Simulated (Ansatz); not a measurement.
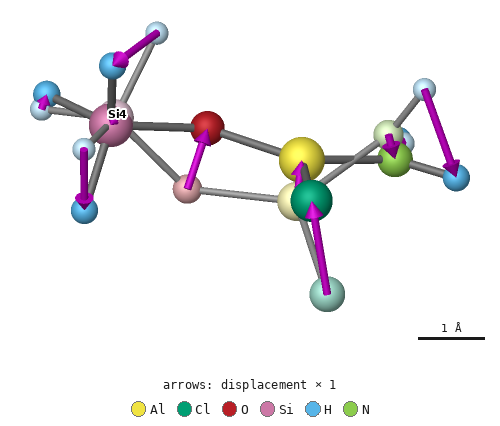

This is a relaxation of AlSiNH5OCl. The starting structure is drawn faded, the final one solid; purple arrows show the displacements, at their true length. The two geometries are superimposed by the best rigid fit.

Style: ball-and-stick. Shown from a free direction.

The run prepares the start of a later molecular dynamics calculation, from a guessed geometry.

All numbers below come from RKS B3LYP/STO-3G in Ansatz 0.2.0. (no spin polarisation; force threshold 0.02 eV/Å; at most 40 steps)

Q: What happened in the run?

A: The energy falls by 1.454 eV in 22 accepted moves (24 points after the start). The largest force component goes from 3.5 to 0.005 eV/Å. The line search rejected the trial steps at points 14, 23 of the run. The largest moves after the best rigid fit, 1.49 Å, are those of Cl and H atoms. By element the largest moves are Cl 1.49 Å, H 1.49 Å, O 0.99 Å, Al 0.64 Å, N 0.41 Å, Si 0.15 Å. Some distances before and after: Al–N 1.920 → 1.719 Å, Al–Cl 2.230 → 2.093 Å, Al–O 1.780 → 1.671 Å, H–N 1.060 → 1.036 Å. Bond angles that change, for instance: H–N–H 120.0° → 109.7°, Al–N–H 120.0° → 125.4°, O–Si–H 109.5° → 106.9°. Groups turn about Al–O by about 90°, Al–N by about 65°.

Limits of the set-up: STO-3G is a minimal basis, so the numbers are rough.
